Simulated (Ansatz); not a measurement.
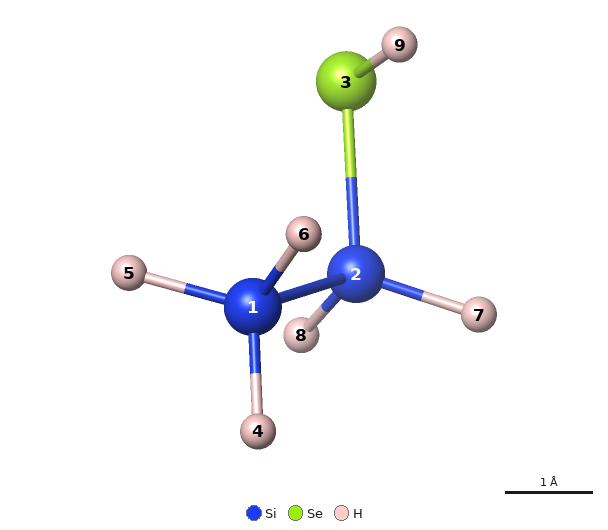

Numbered structure. The computed structure is the end point of a PBE-D4/def2-SVP optimisation. No frequency run is at hand to confirm it as a minimum.

Estimate the angles Si2–Si1–H4, Si2–Si1–H5, Si2–Si1–H6, Si1–Si2–Se3, Si1–Si2–H7, Si1–Si2–H8, Se3–Si2–H7, Se3–Si2–H8, Si2–Se3–H9.

```tsv
angle	degrees
Si2–Si1–H4	111.6
Si2–Si1–H5	109.5
Si2–Si1–H6	108.8
Si1–Si2–Se3	110.0
Si1–Si2–H7	111.3
Si1–Si2–H8	111.1
Se3–Si2–H7	111.7
Se3–Si2–H8	104.1
Si2–Se3–H9	92.6
```
